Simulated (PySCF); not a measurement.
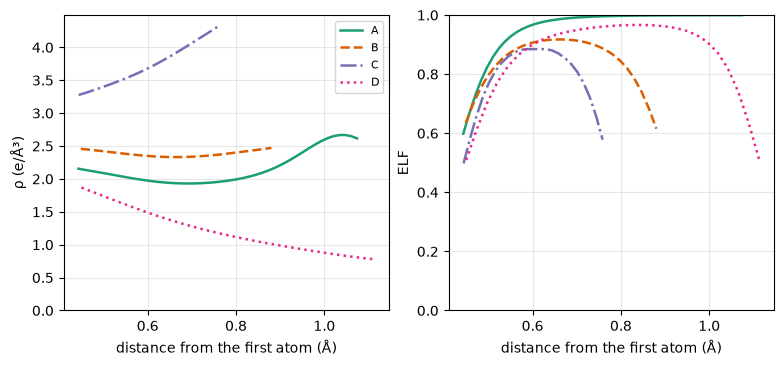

Figure 1: C6H9NSi. Total electron density and ELF along straight lines between neighbouring atoms. The curves leave out the atomic cores.

Geometry: GFN2-xTB.

The calculation used PySCF, B3LYP/def2-SVPD, SCF density, gas phase.

```tsv
atom	x (Å)	y (Å)	z (Å)
C	2.4188	-0.3509	-0.3643
Si	1.1010	0.0488	0.9367
C	-0.3915	0.8642	0.0638
C	-1.6284	1.0080	0.8990
C	-2.3769	0.2154	0.1396
C	-1.2742	-0.0351	-0.8665
C	-0.8744	-1.4005	-1.0205
N	-0.5690	-2.4973	-1.1424
H	3.3058	-0.7629	0.1062
H	2.7223	0.5321	-0.9207
H	2.0536	-1.0856	-1.0765
H	0.6453	-1.1512	1.6398
H	1.5931	1.0398	1.9035
H	-0.0883	1.7888	-0.4327
H	-1.8037	1.5589	1.8044
H	-3.3839	-0.1560	0.1764
H	-1.4566	0.3957	-1.8557
```

**Which curve belongs to which contact (C–C, C–H, C–N and C–Si)? The first atom named is at distance zero.**

Curve A: C–H (1.07 Å): ρ at the midpoint is about 2 e/Å³; the ELF climbs to about 1 towards the hydrogen, as it does in any bond to H: a covalent bond by its length. Curve B: C–C (1.33 Å): ρ is about 2.3 e/Å³ halfway; the ELF peaks at about 0.90 between the atoms: a multiple bond. Curve C: C–N (1.14 Å): ρ is about 3.6 e/Å³ halfway; the ELF peaks at about 0.90 between the atoms (a short, multiple covalent bond). Curve D: C–Si (1.89 Å): ρ is about 0.93 e/Å³ halfway; the ELF peaks at about 0.95 between the atoms: localised, covalent bonding.
